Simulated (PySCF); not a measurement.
Te(Et)(tBu), C6H14Te, SMILES CC[Te]C(C)(C)C, singlet at its GFN2-xTB optimised geometry (Å):

```
21

Te    -0.7387    -0.7891     0.0000
C     -0.9806     1.3824     0.0000
C     -2.4171     1.7705     0.2804
H     -0.6713     1.7652    -0.9699
H     -0.3234     1.7962     0.7612
H     -2.7351     1.4020     1.2530
H     -3.0825     1.3569    -0.4741
H     -2.5227     2.8548     0.2722
C      1.4770    -0.7891     0.0000
C      1.9108    -2.2363    -0.1710
C      1.9927     0.0521    -1.1550
C      1.9918    -0.2438     1.3216
H      2.9989    -2.3037    -0.1657
H      1.5483    -2.6421    -1.1132
H      1.5275    -2.8548     0.6380
H      1.6150    -0.3189    -2.1061
H      1.6957     1.0926    -1.0433
H      3.0825     0.0158    -1.1846
H      1.6731     0.7857     1.4720
H      1.6328    -0.8441     2.1554
H      3.0824    -0.2607     1.3338
```

Method: PBE0/def2-SVP, def2 effective core potentials past Kr (PySCF). The core electrons that the potentials of Te replace are not part of the density. Cells within 0.4 Å of a nucleus heavier than hydrogen are left out (blank, or x).

Map of the Laplacian of the electron density (e/bohr⁵), clipped to [-1.50, 1.50] on the plane z = 0.0 Å:

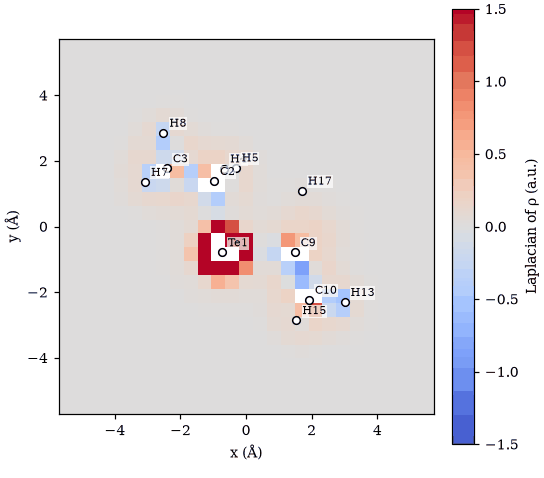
Laplacian of the electron density (e/bohr⁵), clipped to [-1.50, 1.50] on the plane z = 0.0 Å.
